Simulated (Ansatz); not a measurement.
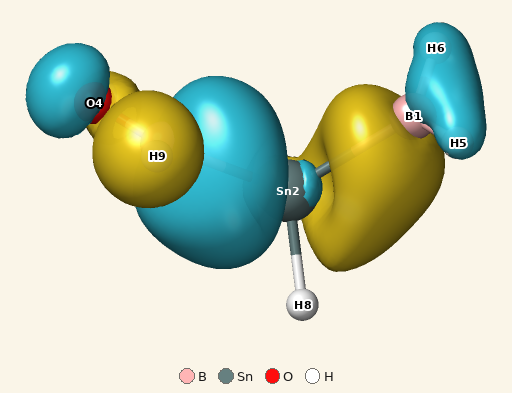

Figure. B2H6OSn. The HOMO at ±0.1 Å⁻³ᐟ² (yellow and cyan are the two phases), seen from one side.

Core potentials replace the inner electrons of Sn.

Method: RKS BHLYP-D4/def2-SVP in Ansatz 0.2.0.

The calculation's input:

```
crystal:
  periodic: [false, false, false]
  atoms:
    - { symbol: B, position_ang: [-1.6136, 0.9535, -0.8322] }
    - { symbol: Sn, position_ang: [-0.1824, -0.645, -0.6952] }
    - { symbol: B, position_ang: [1.411, -0.0286, 0.6728] }
    - { symbol: O, position_ang: [1.2061, 0.322, 2.0675] }
    - { symbol: H, position_ang: [-1.8828, 1.4922, -1.9077] }
    - { symbol: H, position_ang: [-2.2235, 1.3916, 0.1229] }
    - { symbol: H, position_ang: [-0.9333, -2.0777, -0.0686] }
    - { symbol: H, position_ang: [0.5308, -0.9562, -2.2836] }
    - { symbol: H, position_ang: [2.5627, 0.0415, 0.3423] }
    - { symbol: H, position_ang: [1.2081, -0.5446, 2.5849] }
basis:
  gaussian: { orbitals: def2-SVP }
hamiltonian:
  xc: { name: BHLYP }
  dispersion: d4
relax:
  f_tol: 0.02
  max_steps: 50
output:
  orbitals: {}
```

Launched as:

```sh
ansatz run input.yaml --threads 2 --pin off --max-ram 3072MiB --backend cpu --events-out ev --progress --plain --runs-dir out
```

The fields are those of the run's last geometry, not of the input's.

**What is the character of this orbital?**

By Hirshfeld shares it lies mainly on Sn2 (about 35 %), B3 (about 25 %), B1 (about 15 %), O4 (about 10 %) and H9 (about 10 %). Its energy is −8.15 eV.
